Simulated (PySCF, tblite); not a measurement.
# C₅H₁₁BSi: geometry, infrared bands and NMR shifts

Wanted: the infrared bands and NMR shifts of C₅H₁₁BSi (`CB([SiH3])[C@H]1[C@@H]2C[C@@H]21`), by calculation.

Programs: tblite 0.8.0 and PySCF 2.14.0, with density-fitted response routines of our own. Each step states its level of theory. These are calculated values for one molecule in the gas phase, unless marked as measured. Atoms are numbered from 0 throughout.

**1. Starting geometry**

18 atoms, charge 0, multiplicity 1; geometry from: force field or distance geometry start.

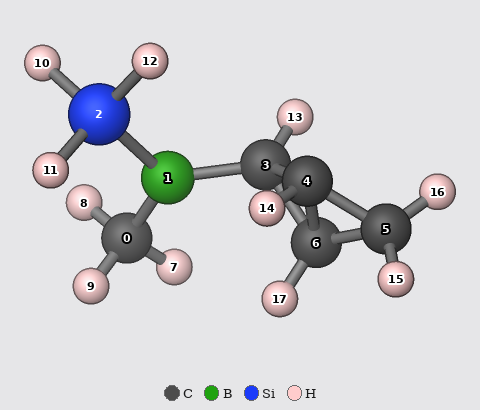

The starting geometry (carbon dark grey, boron green, silicon blue, hydrogen pink), atoms numbered.

**2. Relaxing the molecule with GFN2-xTB**

Job settings and geometry (Å):

```
{"job": {"kind": "relax", "xc": "GFN2-xTB", "basis": "xTB"}, "charge": 0, "multiplicity": 1}
C     -1.646500    -0.932500    -1.197200
B     -0.939800     0.131900    -0.262200
Si    -1.926100     0.938300     1.204300
C      0.564700     0.605900    -0.561200
C      1.549100     0.432900     0.599600
C      2.868400    -0.112600     0.101100
C      1.604600    -0.505000    -0.621000
H     -0.959300    -1.255700    -1.996000
H     -2.546700    -0.468200    -1.654700
H     -1.967800    -1.811100    -0.591400
H     -3.122100     1.620300     0.654000
H     -2.361500    -0.106900     2.145700
H     -1.087500     1.918200     1.906900
H      0.773300     1.464200    -1.217900
H      1.152500    -0.125200     1.467100
H      3.312300    -0.905200     0.754900
H      3.490900     0.632300    -0.443200
H      1.232500    -1.515200    -0.300200
```

The run is started by

```
OMP_NUM_THREADS=1 python probes_run.py task.json out
```

The driver reads the jobs from task.json and runs them one after another.

Log:

```text
step      E/eV     max force
  0    -520.27843    2.920
  1    -520.57280    1.543
  2    -520.76900    1.476
  3    -520.90070    1.028
  4    -520.98444    0.675
  5    -521.04776    0.805
  6    -521.12931    0.693
  7    -521.19344    0.754
  8    -521.25639    0.823
  9    -521.30169    0.737
 10    -521.33906    0.492
 11    -521.36632    0.316
 12    -521.37958    0.218
 13    -521.38714    0.183
 14    -521.39300    0.172
 15    -521.39830    0.192
 16    -521.40449    0.220
 17    -521.41266    0.265
 18    -521.42034    0.219
 19    -521.42766    0.198
 20    -521.43383    0.195
 21    -521.43877    0.162
 22    -521.44304    0.184
 23    -521.44737    0.175
 24    -521.45173    0.164
 25    -521.45563    0.171
 26    -521.45863    0.122
 27    -521.46078    0.100
 28    -521.46231    0.093
 29    -521.46355    0.080
 30    -521.46485    0.085
 31    -521.46641    0.086
 32    -521.46836    0.096
 33    -521.47091    0.105
 34    -521.47406    0.150
 35    -521.47715    0.153
 36    -521.47940    0.102
 37    -521.48090    0.076
 38    -521.48211    0.075
 39    -521.48330    0.076
 40    -521.48451    0.088
 41    -521.48562    0.082
 42    -521.48668    0.073
 43    -521.48789    0.095
 44    -521.48928    0.097
 45    -521.49040    0.071
 46    -521.49098    0.034
 47    -521.49121    0.031
 48    -521.49133    0.028
 49    -521.49147    0.024
 50    -521.49160    0.026
 51    -521.49168    0.019
 52    -521.49174    0.019
 53    -521.49179    0.016
 54    -521.49185    0.017
 55    -521.49190    0.016
 56    -521.49192    0.011
 57    -521.49194    0.007
```

Wall time 0.67 s (1 thread of Arm Neoverse N1, shared host); peak memory 0.18 GiB.

Relaxation path: (not every step is listed)

| step | energy from step 0 (eV) | largest force (eV/Å) |
| --- | --- | --- |
| 0 | 0.0000 | 2.9196 |
| 1 | -0.2944 | 1.5430 |
| 2 | -0.4906 | 1.4756 |
| 3 | -0.6223 | 1.0278 |
| 4 | -0.7060 | 0.6748 |
| 5 | -0.7693 | 0.8050 |
| 6 | -0.8509 | 0.6930 |
| 7 | -0.9150 | 0.7543 |
| 8 | -0.9780 | 0.8234 |
| 12 | -1.1012 | 0.2177 |
| 16 | -1.1261 | 0.2202 |
| 20 | -1.1554 | 0.1952 |
| 24 | -1.1733 | 0.1639 |
| 28 | -1.1839 | 0.0935 |
| 32 | -1.1899 | 0.0964 |
| 36 | -1.2010 | 0.1022 |
| 40 | -1.2061 | 0.0883 |
| 44 | -1.2109 | 0.0970 |
| 48 | -1.2129 | 0.0281 |
| 52 | -1.2133 | 0.0188 |
| 53 | -1.2134 | 0.0164 |
| 54 | -1.2134 | 0.0165 |
| 55 | -1.2135 | 0.0159 |
| 56 | -1.2135 | 0.0111 |
| 57 | -1.2135 | 0.0073 |

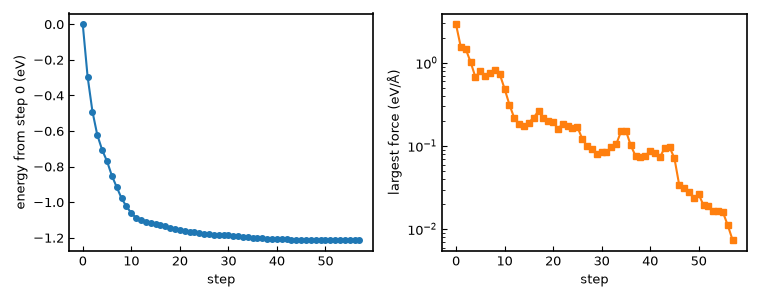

Energy and force, step by step.

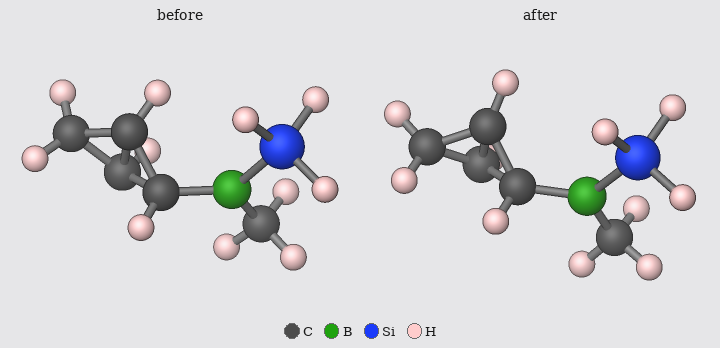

The geometry before (left) and after (right).

Close pairs (by a distance rule), those that changed most:

| bond | before (Å) | after (Å) | change (Å) |
| --- | --- | --- | --- |
| C4–C6 | 1.540 | 1.486 | -0.054 |
| C6–H17 | 1.123 | 1.069 | -0.054 |
| B1–C3 | 1.605 | 1.569 | -0.037 |
| C4–H14 | 1.105 | 1.069 | -0.036 |
| C5–H15 | 1.119 | 1.084 | -0.036 |
| C3–C4 | 1.532 | 1.504 | -0.028 |
| C5–H16 | 1.113 | 1.086 | -0.027 |
| B1–Si2 | 1.943 | 1.969 | +0.027 |

The final coordinates are the input of the step that follows.

**3. Vibrational analysis with GFN2-xTB**

Job settings and geometry (Å):

```
{"job": {"kind": "ir", "xc": "GFN2-xTB", "basis": "xTB"}, "charge": 0, "multiplicity": 1}
C     -1.657622    -0.820037    -1.312849
B     -0.950174     0.108179    -0.253450
Si    -1.977801     1.026905     1.153122
C      0.605018     0.293656    -0.342727
C      1.548678     0.098313     0.811681
C      2.803273    -0.004305     0.005021
C      1.606330    -0.828751    -0.348560
H     -1.035691    -1.086480    -2.166038
H     -2.593839    -0.409320    -1.689312
H     -1.929003    -1.755058    -0.817122
H     -3.200995     1.688187     0.669235
H     -2.439092     0.100549     2.202747
H     -1.233521     2.073930     1.869169
H      0.857009     1.133947    -1.002161
H      1.367423    -0.039010     1.856521
H      3.651374    -0.510906     0.450446
H      3.083766     0.822225    -0.640626
H      1.486107    -1.885705    -0.456753
```

Log:

```text
mode    cm-1     km/mol
  1     -39.8      0.42
  2     -20.9      0.02
  3      58.9      1.62
  4     100.3      0.71
  5     127.9      1.61
  6     193.4      0.50
  7     307.0     16.06
  8     340.5      6.31
  9     412.1     10.02
 10     488.5     31.44
 11     516.3     39.91
 12     578.0      5.51
 13     736.3      4.19
 14     760.5     16.51
 15     813.2    263.41
 16     820.0    253.42
 17     828.4     45.94
 18     834.1    159.24
 19     837.5     91.90
 20     909.9      4.02
 21     935.5      9.05
 22     945.5      0.05
 23     974.6      3.28
 24     982.7      1.18
 25    1048.8     44.30
 26    1075.5     33.59
 27    1091.1      4.95
 28    1102.7      6.39
 29    1112.1     19.82
 30    1125.2      1.66
 31    1217.4      2.20
 32    1342.3     16.10
 33    1383.1     29.69
 34    1398.4      3.45
 35    1478.4      4.51
 36    1494.0      1.71
 37    1498.7      1.86
 38    2173.2    385.76
 39    2189.5    404.95
 40    2206.8    275.60
 41    2864.3     41.28
 42    2975.4     18.32
 43    3000.9     53.22
 44    3010.2     37.27
 45    3020.1     22.05
 46    3049.8     62.17
 47    3161.7     43.88
 48    3174.4     24.84
```

Wall time 1 s (1 thread of Arm Neoverse N1, shared host); peak memory 0.18 GiB.

Which atoms move in the most intense modes:

| cm⁻¹ | km/mol | atoms |
| --- | --- | --- |
| 813 | 263.4 | H11 47 %, H10 46 % |
| 820 | 253.4 | H11 43 %, H12 41 % |
| 834 | 159.2 | H12 37 %, H10 28 % |
| 838 | 91.9 | H15 21 %, C3 18 %, C4 13 %, C6 12 % |
| 2173 | 385.8 | H11 94 % |
| 2190 | 404.9 | H10 90 % |
| 2207 | 275.6 | H12 92 % |
| 3050 | 62.2 | H15 93 % |

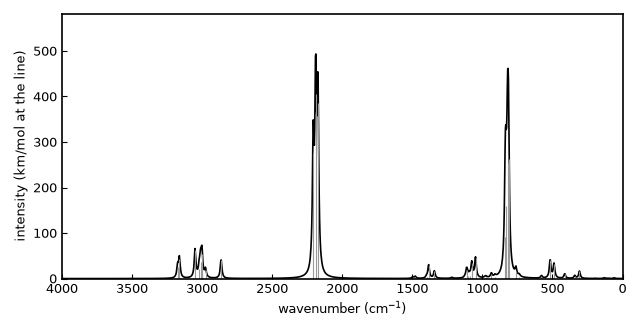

The infrared spectrum from these modes, unscaled. Lines are broadened to a width of 14 cm⁻¹ (Lorentzian).

**4. Shielding tensors: PBE0/pcSseg-1**

Same as in step 3 but for these lines:

```diff
@@ -1,2 +1,2 @@
-{"job": {"kind": "ir", "xc": "GFN2-xTB", "basis": "xTB"}, "charge": 0, "multiplicity": 1}
+{"job": {"kind": "nmr", "xc": "PBE0", "basis": "pcSseg-1"}, "charge": 0, "multiplicity": 1}
 C     -1.657622    -0.820037    -1.312849
```

Level: GIAO PBE0/pcSseg-1 NMR shielding, non-relativistic, gas phase.

Log:

```text
coarse grid: 14960 points
cycle   1  E = -510.8672827265  dE =  8.706e-01  |g| = 4.021e-01  |ddm| = 3.730e+00
cycle   2  E = -510.8620767876  dE =  5.206e-03  |g| = 4.407e-01  |ddm| = 8.047e-01
cycle   3  E = -510.9128555024  dE = -5.078e-02  |g| = 3.022e-02  |ddm| = 4.460e-01
cycle   4  E = -510.9130081510  dE = -1.526e-04  |g| = 1.777e-02  |ddm| = 4.798e-02
cycle   5  E = -510.9130808078  dE = -7.266e-05  |g| = 4.791e-03  |ddm| = 2.020e-02
cycle   6  E = -510.9130863954  dE = -5.588e-06  |g| = 8.504e-04  |ddm| = 5.020e-03
final grid: 138272 points
cycle   7  E = -510.9515120479  dE = -3.902e-05  |g| = 8.411e-03  |ddm| = 3.445e-02
cycle   8  E = -510.9515051804  dE =  6.868e-06  |g| = 1.001e-02  |ddm| = 1.801e-02
cycle   9  E = -510.9515307920  dE = -2.561e-05  |g| = 4.593e-04  |ddm| = 9.544e-03
cycle  10  E = -510.9515308330  dE = -4.104e-08  |g| = 2.110e-04  |ddm| = 6.516e-04
cycle  11  E = -510.9515308439  dE = -1.085e-08  |g| = 3.671e-05  |ddm| = 2.107e-04
cycle  12  E = -510.9515308442  dE = -2.576e-10  |g| = 1.613e-05  |ddm| = 5.605e-05
converged SCF energy = -510.9515308442

GIAO shielding tensors (ppm)
atom      isotropic    diamagn.    paramagn.     s11        s22        s33       span
  0 C      162.722     253.024     -90.302    129.387    174.888    183.892     54.505
  1 B       -8.966     192.504    -201.470    -98.170    -57.364    128.637    226.807
  2 Si     466.455     880.647    -414.192    419.619    483.994    495.753     76.134
  3 C      129.727     252.504    -122.777    106.060    116.260    166.860     60.800
  4 C      183.312     250.465     -67.153    146.790    193.877    209.270     62.480
  5 C      155.476     259.064    -103.588    139.670    142.747    184.010     44.340
  6 C      183.985     252.552     -68.567    146.100    195.846    210.009     63.909
  7 H       29.836      31.851      -2.015     25.668     30.690     33.151      7.483
  8 H       29.836      29.672       0.165     25.711     29.020     34.779      9.068
  9 H       30.796      30.521       0.275     27.130     29.738     35.519      8.389
 10 H       28.169      28.635      -0.467     24.592     26.587     33.327      8.735
 11 H       28.107      28.647      -0.540     25.697     26.111     32.513      6.816
 12 H       28.227      28.814      -0.588     24.311     27.957     32.413      8.103
 13 H       31.320      31.639      -0.319     27.565     28.370     38.023     10.458
 14 H       29.975      32.732      -2.757     23.825     28.040     38.060     14.235
 15 H       30.391      30.820      -0.429     24.804     25.742     40.627     15.822
 16 H       31.335      31.995      -0.659     25.966     28.432     39.609     13.643
 17 H       30.025      33.410      -3.385     23.724     28.158     38.193     14.470
```

It took 49 s on 1 thread of Arm Neoverse N1, shared host; peak memory 0.82 GiB.

Shifts follow as δ = σ(reference) − σ, with reference shieldings (ppm) from runs at the same level and on the same kind of geometry: 1H TMS 31.72, 13C TMS 186.9, 29Si TMS 349.2, 11B BF3·OEt2 100.1. The references are single molecules in the gas phase. Atoms listed in one row are averaged.

| atoms | environment | σ (ppm) | δ (ppm) | δ scaled to CDCl3 |
| --- | --- | --- | --- | --- |
| C3 | three-membered-ring carbon | 129.7 | 57.2 | 53.9 |
| C5 | three-membered-ring carbon | 155.5 | 31.4 | 28.8 |
| C0 | methyl carbon bonded to B | 162.7 | 24.2 | 21.7 |
| C4, C6 | three-membered-ring carbon | 183.6 | 3.3 | 1.3 |
| H10, H11, H12 | hydrogen on a silicon bonded to B | 28.17 | 3.55 | – |
| H14, H17 | hydrogen on a three-membered-ring carbon | 30.00 | 1.72 | 1.72 |
| H7, H8, H9 | hydrogen on a methyl carbon bonded to B | 30.16 | 1.56 | 1.58 |
| H15 | hydrogen on a three-membered-ring carbon | 30.39 | 1.33 | 1.36 |
| H13 | hydrogen on a three-membered-ring carbon | 31.32 | 0.40 | 0.48 |
| H16 | hydrogen on a three-membered-ring carbon | 31.34 | 0.38 | 0.47 |
| B1 | boron bonded to 2 C, Si | -9.0 | 109.0 | – |
| Si2 | silicon bonded to B, 3 H | 466.5 | -117.3 | – |

The scaled column applies a straight-line fit of computed shieldings to shifts measured in CDCl3 (root-mean-square error 0.16 ppm for H, 1.9 ppm for C).

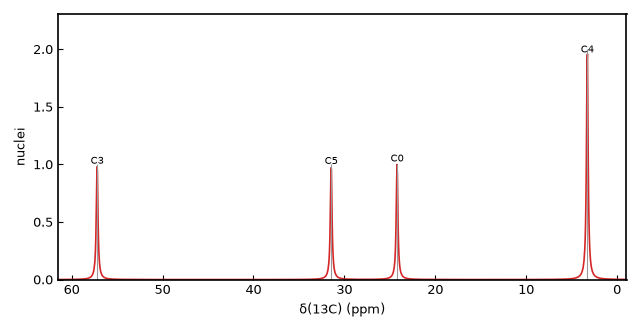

13C lines at the computed shifts, without couplings. Lines are broadened to a width of 0.22 ppm (Lorentzian).

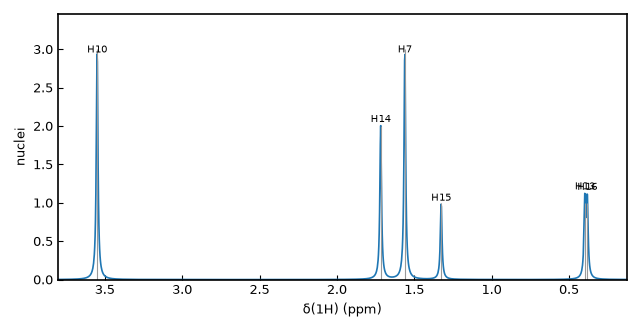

1H lines at the computed shifts, without couplings. Lines are broadened to a width of 0.01 ppm (Lorentzian).

Charges from the same density, by scheme (e):

| atoms | Mulliken | IAO | Hirshfeld | ESP fit |
| --- | --- | --- | --- | --- |
| C0 | -0.51 | -0.56 | -0.19 | -0.60 |
| B1 | 0.18 | 0.09 | 0.14 | 0.55 |
| Si2 | 0.34 | 0.41 | 0.22 | 0.08 |
| C3 | -0.34 | -0.24 | -0.10 | -0.51 |
| C4, C6 | -0.16 | -0.16 | -0.06 | -0.06 |
| C5 | -0.13 | -0.27 | -0.08 | -0.45 |

ESP fit charges:

C0 -0.60; B1 0.55; Si2 0.08; C3 -0.51; C4 -0.07; C5 -0.45; C6 -0.04; H7 0.14; H8 0.13; H9 0.15; H10 -0.08; H11 -0.07; H12 -0.08; H13 0.20; H14 0.15; H15 0.19; H16 0.17; H17 0.14

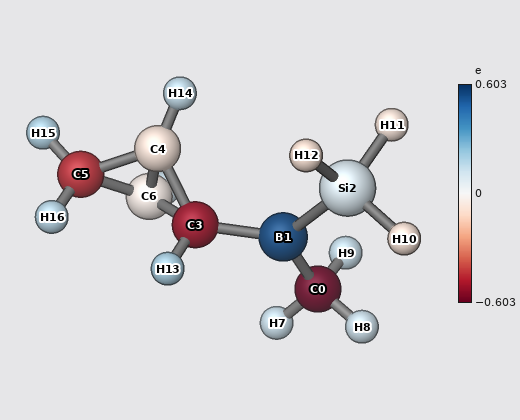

ESP fit charges, as colours on the atoms.

Mayer bond orders: C0–B1 1.06, B1–Si2 0.93, B1–C3 0.96, C3–C4 0.96, C4–C5 0.99, C5–C6 0.98, C6–C3 0.96, C6–C4 0.80.

Ring of atoms C3, C4, C6: NICS(0) -46.5, NICS(1) -10.7, NICS(1)zz -19.1 ppm (means of both faces; NICS(1) differs between them: -13.2 and -8.3).

In rings of three or four atoms NICS is ruled by the nearby σ bonds, so it says little on aromaticity.

Ring of atoms C4, C5, C6: NICS(0) -46.9, NICS(1) -10.7, NICS(1)zz -22.1 ppm (means of both faces; NICS(1) differs between them: -13.0 and -8.5).

In rings of three or four atoms NICS is ruled by the nearby σ bonds, so it says little on aromaticity.

**5. Results**

| quantity | value |
| --- | --- |
| strongest single infrared mode (GFN2-xTB) | 2190 cm⁻¹, 405 km/mol |
| zero-point energy (GFN2-xTB) | 86.8 kcal/mol |
| 13C shifts against TMS (PBE0/pcSseg-1, means over atoms taken as alike) | 57.2, 31.4, 24.2, 3.3 ppm |
| 1H shifts against TMS (PBE0/pcSseg-1, means over atoms taken as alike) | 3.55, 1.72, 1.56, 1.33, 0.40, 0.38 ppm |
| 11B shifts against BF3·OEt2 (PBE0/pcSseg-1) | 109.0 ppm |
| 29Si shifts against TMS (PBE0/pcSseg-1) | -117.3 ppm |

The optimisation took 57 steps and gained 1.214 eV; among the close pairs (by a distance rule), C4–C6 changed most, from 1.540 to 1.486 Å. The lowest mode is imaginary (40i cm⁻¹), so the xTB geometry is not a minimum. The strongest single mode, at 2190 cm⁻¹, moves mainly H10. GFN2-xTB is a fitted tight-binding method: band positions and strengths are rough. Its intensities can rank the bands wrongly. At PBE0/pcSseg-1: Shielding is most anisotropic at B1 (span 227 ppm, paramagnetic term -201 ppm).
